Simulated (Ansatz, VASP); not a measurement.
# Pb (Lead) in two plane-wave programs

One calculation is typed for both programs; each brings its own data sets and cutoff. How far apart do they land? The cell comes out of the VASP series on this material, whose earlier steps may have relaxed, scaled or displaced it; both programs get it as it stands.

Method: plane waves, with VASP 6.6.1 beside it; single point at PBE, in Ansatz 0.2.0.

## 1. The starting structure

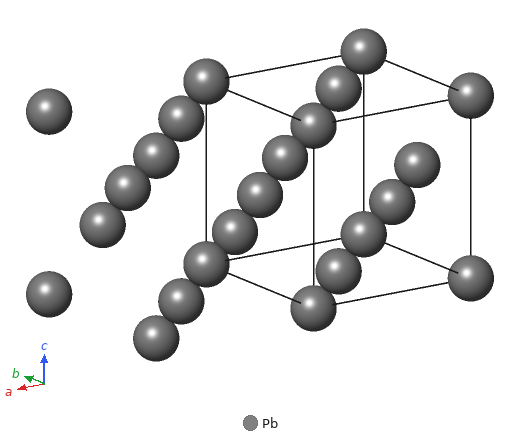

The cell as given, from a free direction (lead grey). 2×1×1 cells are drawn. This picture shows the conventional cell, with its axes. Some periodic images of atoms are drawn too.

## 2. VASP: single point, PBE

With cell and atoms fixed, the geometry can't cause a difference; cores, projectors, grids and the points listed under the comparison can.

Lines of VASP's logs that name or quote its potential files are left out, and so is its time.

INCAR reads:

```
SYSTEM = Pb
PREC = Accurate
ENCUT = 400
EDIFF = 1E-06
NELM = 100
ISMEAR = -5
SIGMA = 0.2
LREAL = .FALSE.
ALGO = Normal
GGA = PE
NBANDS = 18
LORBIT = 11
LWAVE = .FALSE.
LCHARG = .FALSE.
KPAR = 2
NEDOS = 2001
```

POSCAR reads:

```
Pb
1.0
    0.0000000000      2.5268249793      2.5268249793
    2.5268249793      0.0000000000      2.5268249793
    2.5268249793      2.5268249793      0.0000000000
Pb
1
Direct
    0.0000000000      0.0000000000      0.0000000000
```

KPOINTS reads:

```
Automatic mesh
0
Gamma
10 10 10
0 0 0
```

The projector-augmented-wave data sets are Pb_d (PBE family, release 64).

The run is started by

```console
mpirun -np 2 vasp_std
```

Numbers of over 12 decimals in the logs are rounded to 6 here.

Log:

```text
[banner, memory and clock lines left out]
running    2 mpi-ranks, on    1 nodes
 distrk:  each k-point on    1 cores,    2 groups
 distr:  one band on    1 cores,    1 groups

 POSCAR found type information on POSCAR Pb
 POSCAR found :  1 types and       1 ions
 LDA part: xc-table for (Slater+PW92), standard interpolation
 POSCAR, INCAR and KPOINTS ok, starting setup
 FFT: planning ... GRIDC
 FFT: planning ... GRID_SOFT
 FFT: planning ... GRID
 WAVECAR not read
 entering main loop
       N       E                     dE             d eps       ncg     rms          rms(c)
DAV:   1     0.109953033021E+03    0.10995E+03   -0.55196E+03  1728   0.743E+02
DAV:   2     0.295941412193E+01   -0.10699E+03   -0.10058E+03  1836   0.237E+02
DAV:   3    -0.343798936405E+01   -0.63974E+01   -0.63627E+01  2128   0.611E+01
DAV:   4    -0.356967699413E+01   -0.13169E+00   -0.13167E+00  2168   0.867E+00
DAV:   5    -0.357442441305E+01   -0.47474E-02   -0.47502E-02  2324   0.167E+00    0.471E-01
DAV:   6    -0.356664002387E+01    0.77844E-02   -0.93630E-03  2178   0.134E+00    0.242E-01
DAV:   7    -0.356497248380E+01    0.16675E-02   -0.41507E-03  2286   0.809E-01    0.891E-02
DAV:   8    -0.356499408713E+01   -0.21603E-04   -0.37882E-04  2344   0.224E-01    0.971E-03
DAV:   9    -0.356499362252E+01    0.46461E-06   -0.67694E-06  2370   0.318E-02
   1 F= -.35649936E+01 E0= -.35649936E+01  d E =0.000000E+00
|                                                                             |
|           W    W    AA    RRRRR   N    N  II  N    N   GGGG   !!!           |
|           W    W   A  A   R    R  NN   N  II  NN   N  G    G  !!!           |
|           W    W  A    A  R    R  N N  N  II  N N  N  G       !!!           |
|           W WW W  AAAAAA  RRRRR   N  N N  II  N  N N  G  GGG   !            |
|           WW  WW  A    A  R   R   N   NN  II  N   NN  G    G                |
|           W    W  A    A  R    R  N    N  II  N    N   GGGG   !!!           |
|                                                                             |
|     Tetrahedron method does not include variations of the Fermi             |
|     occupations, so forces and stress will be inaccurate. We suggest        |
|     using a different smearing scheme ISMEAR = 1 or 2 for metals in         |
|     relaxations.                                                            |
|                                                                             |
```

Parts of OUTCAR (step 2):

```text
ion  position               nearest neighbor table
   1  0.000  0.000  0.000-

  LATTYP: Found a face centered cubic cell.
 ALAT       =     5.0536499586

 Subroutine GETGRP returns: Found 48 space group operations
 (whereof 48 operations were pure point group operations)

The static configuration has the point symmetry O_h .

 Found     47 irreducible k-points:

   k-points           NKPTS =     47   k-points in BZ     NKDIM =     47   number of bands    NBANDS=     18

   dimension x,y,z NGX =    24 NGY =   24 NGZ =   24
   dimension x,y,z NGXF=    48 NGYF=   48 NGZF=   48

   ENCUT  =  400.0 eV  29.40 Ry    5.42 a.u.   5.83  5.83  5.83*2*pi/ulx,y,z

   NELECT =      14.0000    total number of electrons

 k-points in reciprocal lattice and weights: Automatic mesh
   0.00000000  0.00000000  0.00000000       0.001
   0.10000000  0.00000000  0.00000000       0.008
   0.20000000  0.00000000  0.00000000       0.008
   0.30000000  0.00000000  0.00000000       0.008
   0.40000000  0.00000000  0.00000000       0.008
   0.50000000  0.00000000  0.00000000       0.004
   0.10000000  0.10000000  0.00000000       0.006
   0.20000000  0.10000000  0.00000000       0.024
   0.30000000  0.10000000  0.00000000       0.024
[...]
-0.30000000  0.40000000  0.20000000       0.024
  -0.30000000  0.50000000  0.20000000       0.012

 average (electrostatic) potential at core
       1 -90.9051

 E-fermi :   6.6689

 k-point     1 :       0.0000    0.0000    0.0000
  band No.  band energies     occupation
    ...
      2     -10.4247      2.00000
      3     -10.4247      2.00000
      4     -10.3094      2.00000
      5     -10.3094      2.00000
      6      -4.7417      2.00000
      7      13.5422      0.00000
      8      13.5422      0.00000
      9      13.5422      0.00000
     10      16.3241      0.00000
     11      17.1619      0.00000
    ...

 k-point     2 :       0.1000    0.0000    0.0000
  band No.  band energies     occupation
    ...
      2     -10.4134      2.00000
      3     -10.4134      2.00000
      4     -10.3097      2.00000
      5     -10.3097      2.00000
      6      -4.5616      2.00000
      7      11.6307      0.00000
      8      13.3262      0.00000
      9      13.3262      0.00000
     10      15.8804      0.00000
     11      18.1178      0.00000
    ...

 k-point     3 :       0.2000    0.0000    0.0000
  band No.  band energies     occupation
    ...
      2     -10.3962      2.00000
      3     -10.3962      2.00000
      4     -10.2971      2.00000
      5     -10.2971      2.00000
      6      -4.0243      2.00000
      7       8.6827     -0.07910
      8      12.8421      0.00000
      9      12.8421      0.00000
     10      15.4423      0.00000
     11      18.4835      0.00000
    ...

  Total       -0.0535793     -0.0535793     -0.0535793      0.0000000     -0.0000000     -0.0000000
  in kB       -2.6604320     -2.6604320     -2.6604320      0.0000000     -0.0000000     -0.0000000
  external PRESSURE =      -2.6604320 kB  Pullay stress =       0.0000000 kB

  energy-cutoff  :      400.00
  volume of cell :       32.27
      direct lattice vectors                 reciprocal lattice vectors
     0.000000000  2.526824979  2.526824979    -0.197876784  0.197876784  0.197876784
     2.526824979  0.000000000  2.526824979     0.197876784 -0.197876784  0.197876784
     2.526824979  2.526824979  0.000000000     0.197876784  0.197876784 -0.197876784

 POSITION                                       TOTAL-FORCE (eV/Angst)
 -----------------------------------------------------------------------------------
      0.00000      0.00000      0.00000         0.000000      0.000000      0.000000
 -----------------------------------------------------------------------------------
    total drift:                                0.000000      0.000000     -0.000000

  FREE ENERGIE OF THE ION-ELECTRON SYSTEM (eV)
  ---------------------------------------------------
  free  energy   TOTEN  =        -3.5649936225 eV

  energy  without entropy=       -3.5649936225  energy(sigma->0) =       -3.56499362

 total charge
# of ion       s       p       d       tot
------------------------------------------
    1        1.406   0.717   9.806  11.929

[... 3 further parts left out ...]
```

The run ends at a pressure of -0.27 GPa.

## 3. Ansatz: single point, PBE

Ansatz runs on its default PAW (the set named soft_2) files.

The same cell, functional, mesh and smearing now go to Ansatz, which takes its cutoff from its data sets.

input.yaml reads:

```yaml
crystal:
  lattice:
    - [0.0, 2.5268249793, 2.5268249793]
    - [2.5268249793, 0.0, 2.5268249793]
    - [2.5268249793, 2.5268249793, 0.0]
  atoms:
    - { symbol: Pb, position: [0.0, 0.0, 0.0] }
hamiltonian:
  xc: pbe
  pseudopotentials: { kind: paw }
kpoints:
  mp_grid: { grid: [10, 10, 10] }
scf:
  occupations: { method: tetrahedron }
output:
  forces: true
  stress: true
  write_density: true
  write_potential: true
  elf: true
  volumetric_format: npy
```

The run is started by

```console
ansatz run input.yaml --threads 2 --pin off --max-ram 4608MiB --backend cpu --events-out ev --progress --plain --runs-dir out
```

Log:

```text
Warning: output.forces, output.stress, relax.cell or npt_langevin: where a Kohn–Sham band that disperses or a degenerate level is filled in part under the method tetrahedron, the forces or the stress that this run publishes need not agree with its energy (scf.occupations.method in the input reference, under Limitations); prefer a smearing scheme for the forces or the stress
Engine: ansatz 0.2.0, aarch64-unknown-linux-gnu
Pseudopotentials: kind: paw
Pseudopotential: Pb, paw, valence charge 14, recommended cutoff 420 eV (normal), Pb.paw.azcp
Functional definition: PBE
  parameter kappa = 0.804
  parameter beta = 0.066725
  exchange = pbe_x(kappa = kappa, mu = beta*pi^2/3)
  correlation = pbe_c(beta = beta)
Crystal: 1 atoms, lattice volume = 32.267 Å³
Basis set: ecut = 420 eV, 609 PW (Γ), exchange–correlation on 48×48×48 points (8 copies of the dense FFT grid, shifted against one another)
Bands: 11, of which v1, the nominal top of the filled ones, is band 7 counted from 1 (6 counted from 0)
Symmetry: 48 space group operations
Space group: Fm-3m (ITA 225), of the structure as read, at distance tolerance 3.2e-5 Å
k-points: 47 of 1000
Non-local potential: Pb, projectors of the file, l = 0: 2, l = 1: 2, l = 2: 2, l = 3: 2
PAW form: soft (Blöchl's): semilocal exchange-correlation on the pseudo side does not see the compensation charge
PAW one-centre angular grid: Pb, 590 points (default); XC on 64 Gauss nodes
Initial density: superposition of atomic densities (neutral atoms: chi_scale 0, normalization atom), corrected by the library's trained network
Initial wavefunctions: pseudopotential atomic-orbital guess
Functional: x = pbe(κ = 0.804, μ = 0.219515), c = pbe(β = 0.066725)
SCF iter   1: F=—  HF=-11906.415891 eV  |F-HF|=—  |Δ(HF+E_count)|=         —  Δρ=6.66e-4  dr2=9.03e-5  ethr=1.77e-3  ⟨swp⟩=6.0  Hψ=3381  notcnv=0
preconditioner: auto → none  [metal: no gap  n_scr=8 (ndim 8)  ℏωp=24.5 eV  f_vac=0.000  sad-step TF]
SCF iter   2: F=—  HF=-11906.415489 eV  |F-HF|=—  |Δ(HF+E_count)|=   4.02e-4  Δρ=4.77e-4  dr2=3.08e-5  ethr=6.45e-7  ⟨swp⟩=3.2  Hψ=1575  notcnv=0  defer=6
SCF iter   3: F=—  HF=-11906.415513 eV  |F-HF|=—  |Δ(HF+E_count)|=   2.33e-5  Δρ=1.21e-4  dr2=5.76e-6  ethr=2.20e-7  ⟨swp⟩=3.1  Hψ=1029  notcnv=0  defer=6
SCF iter   4: F=—  HF=-11906.415514 eV  |F-HF|=—  |Δ(HF+E_count)|=   1.29e-6  Δρ=4.01e-5  dr2=7.30e-7  ethr=4.12e-8  ⟨swp⟩=3.3  Hψ=1032  notcnv=0  defer=6
SCF iter   5: F=-11906.415515 eV  HF=-11906.415515 eV  |F-HF|=1.62e-10  |Δ(HF+E_count)|=   5.31e-7  Δρ=3.70e-6  dr2=2.33e-9  ethr=7.14e-10  ⟨swp⟩=6.1  Hψ=3336  notcnv=0
SCF 1 converged in 5 iterations: F = -11906.415515 eV  dr2 = 2.33e-9
  greatest PAW one-centre occupation: 0.978 electrons in one spin orbital (limit 2), on the Pb atom at site 0 (counted from 0), in its partial waves of l = 2
SCF converged after 5 iterations
Stability not checked: this state was not tested for a lower state beside it, because cold or Methfessel-Paxton smearing, or corrected tetrahedra, fill the levels in a way that the test cannot read (fill_not_monotonic; see scf.lower_state_search)
Free energy (F): -11906.415515 eV
Harris-Foulkes:  -11906.415515 eV  (|F-HF|=1.62e-10)
Internal energy: -11906.415515 eV  (E = F + TS)
E sigma→0 (E₀):  -11906.415515 eV
Fermi energy:    10.133438 eV
--- Per-component energies (eV) ---
  E_band       = -48.567031
  E_kinetic    = 288.227366
  E_local      = -1056.226689  (includes V_loc(G=0)·N_el)
  E_nonlocal   = 349.489440
  E_hartree    = 418.231616
  E_xc         = -220.545636
  E_vxc        = -132.159470  (∫ρ·V_xc dr)
  E_paw        = -10405.329253  (= ΣΔE_a)
  E_vpaw       = -334.362462  (= ΣTr[D̂ρ^β])
  E_aug_tail   = 0.000050  (compensation charges beyond the density's cutoff)
  E_ewald      = -1280.262408
  E_smearing   = -0.000000  (= −TS)
  E_closure    = 0.000000  (closes the sum)
  Σ components = -11906.415515   (vs F -11906.415515, Δ=0.00e0)
--- Forces (eV/Å), atoms counted from 1 ---
  atom   1  Pb    -0.00000000     0.00000000     0.00000000
  max |Σ_I F_I| component: 2.79e-31 eV/Å
--- Stress (GPa, compression-positive) ---
       -0.190312       0.000000       0.000000
       -0.000000      -0.190312       0.000000
       -0.000000       0.000000      -0.190312
  P = ⅓ Tr σ = -0.1903 GPa (-1.903 kbar)
--- Band table (eV; the first three rows and the last of 47) ---
  k-point 0: bands = [... 3 lower, -6.8509, -6.8509, -1.2700, 17.0088, 17.0088, 17.0088, 19.7767, 20.6345]
  k-point 1: bands = [... 3 lower, -6.8511, -6.8511, -1.0897, 15.0978, 16.7924, 16.7924, 19.3374, 21.5843]
  k-point 2: bands = [... 3 lower, -6.8385, -6.8385, -0.5519, 12.1495, 16.3078, 16.3078, 18.9031, 21.9349]
  k-point 46: bands = [... 3 lower, -6.8020, -6.7097, 3.3635, 8.2014, 9.5305, 10.4932, 19.4738, 20.4028]
```

The job ended after 1.2 s (2 threads of Arm Neoverse N1, shared host; peak memory 0.27 GiB).

The run ends at a pressure of -0.19 GPa.

## 4. Side by side

Known differences besides the PAW data sets themselves: the cutoff is 420 eV in Ansatz and 400 eV in VASP; VASP leaves aspherical gradient terms in its spheres out (LASPH is not set), Ansatz keeps them. Total energies have different zeros and are not compared.

Both answers:

| quantity | Ansatz | VASP | difference |
| --- | --- | --- | --- |
| pressure (GPa) | -0.19 | -0.27 | +0.08 |

Ansatz's pressure holds a Pulay correction of 0.02 GPa; VASP's holds none.

## 5. Looking for the cause

An all-electron run, which needs no data sets, serves as referee.

```
                              run  difference in pressure (GPa)
                         as above                         0.076
Ansatz's all-electron LAPW method                         0.082
```

## 6. What came out

```yaml
difference_in_pressure_single_point_pbe: 0.076 GPa
```

What this shows: The difference in pressure is 0.076 GPa (single point, PBE), within the 1 GPa picked in this series as the mark of a large difference. For single point, PBE: no further run halves the difference in pressure; only Ansatz's side was varied. The all-electron run, which needs no data set, lies 0.082 GPa from VASP and 0.0065 GPa from Ansatz's PAW result, so it sides with Ansatz. 1 further run on this material is not shown. How closely two codes agree says nothing of how well the functional describes the real material.

[Lines on the potential files, build, host, timing and source positions are cut from VASP's logs without a mark.]

[Logs are printed without paths, hosts, clocks, repeated set-up lines and the standing remarks that a program may print on its own settings, such as how far it seeks lower states.]

[Hosts, paths, dates, database ids (printed as entryN), source tags and the programs' standing remarks are cut or masked in the printed files.]
